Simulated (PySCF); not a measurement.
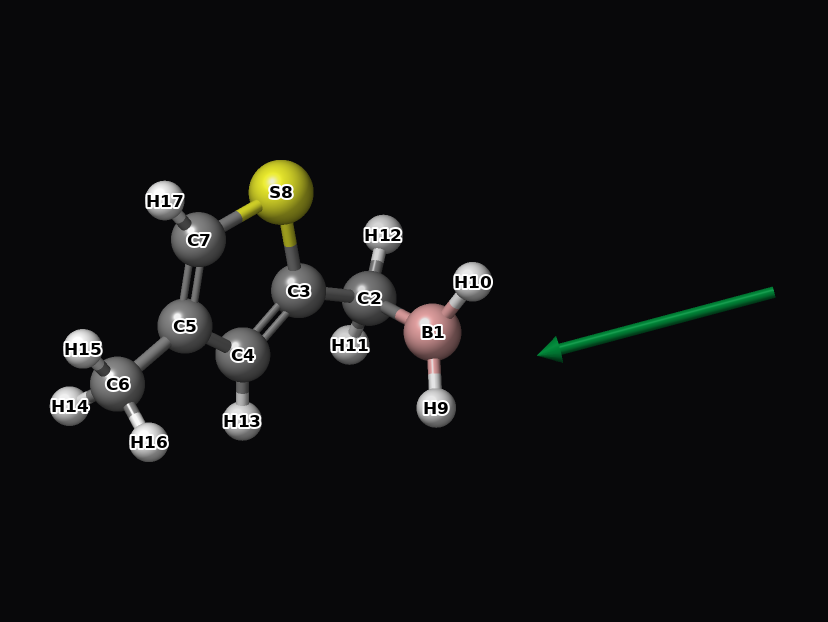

The arrow beside the molecule shows the direction of the dipole moment, from the negative to the positive end (its length means nothing). The computed structure is the end point of a GFN2-xTB optimisation. No frequency run is at hand to confirm it as a minimum. Method: PBE0/pcSseg-1, gas phase (PySCF 2.14.0).

Q: How large is the dipole moment?

A: 1.76 D; it points from the side of H10 to the side of H14 (the outermost atoms at the two ends).

The geometry is semi-empirical. Around B such bond lengths and angles can be off by a tenth of an ångström or more and by several degrees, and values that hang on the shape move with them.
